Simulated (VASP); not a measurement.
Band structure of NaCl (rock salt). Method: optB86b-vdW, VASP's PBE PAW potentials (set 64) (plane waves; VASP).

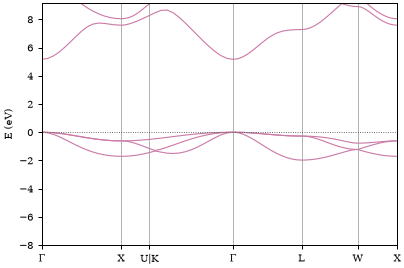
Bands along high-symmetry lines, zero at the valence-band maximum or, without a gap, the Fermi level

Problem. Read the plot: is there a gap, and where are the band edges?

Solution. The gap is direct, 5.16 eV, from the valence maximum at Γ to the conduction minimum at Γ. (Edges off the drawn lines would not show.)

Measured: gap 8.97 eV (computed value off by -3.81 eV), as given by Wei Chen et al., Physical Review Materials (2018), doi:10.1103/physrevmaterials.2.073803.

The compound is NaCl in the rock salt structure. It was relaxed first.
